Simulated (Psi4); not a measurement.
Reaction (SMILES): [NH+]#[C-] (C-NH) + 3 [H][H] (H2) → C (CH4) + N (NH3)
B3LYP-D3(BJ)/def2-TZVP geometries, fixed; electronic energies without zero-point terms.

Basis-set convergence of the energy of full hydrogenation at MP2 with Psi4. Cartesian d functions, on some or all atoms, in 6-31G*; all else is spherical. Density fitting with the program's default auxiliary sets. Cores are frozen. Psi4's default fitting sets serve the pcseg sets less well. No added dispersion term, no relativity. Functions are those of the species that has most. Reference: Hartree-Fock in aug-cc-pVQZ plus the correlation part extrapolated as X^-3 from aug-cc-pVTZ and aug-cc-pVQZ, -93.51 kcal/mol, itself unsure by roughly 0.22 kcal/mol (a third of the extrapolation step and of the last Hartree-Fock step). Deviations are taken from unrounded values.

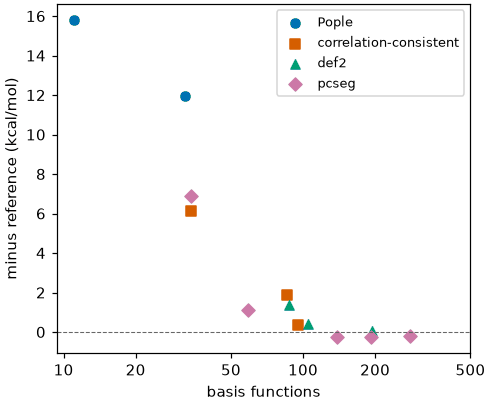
Figure. Deviation from the reference against the number of basis functions, by family of sets.

```
basis            functions  energy of full hydrogenation (kcal/mol)  minus reference (kcal/mol)
---------------  ---------  ---------------------------------------  --------------------------
STO-3G                  11                                   -77.70                       15.81
6-31G*                  32                                   -81.55                       11.95
cc-pVDZ                 34                                   -87.36                        6.14
pcseg-1                 34                                   -86.63                        6.88
aug-pcseg-1             59                                   -92.38                        1.12
cc-pVTZ                 86                                   -91.61                        1.89
def2-TZVPP              87                                   -92.16                        1.34
jun-cc-pV(T+d)Z         95                                   -93.15                        0.35
def2-TZVPPD            105                                   -93.11                        0.39
aug-pcseg-2            138                                   -93.77                       -0.26
pcseg-3                192                                   -93.75                       -0.24
def2-QZVPPD            195                                   -93.45                        0.05
aug-pcseg-3            281                                   -93.71                       -0.20
```
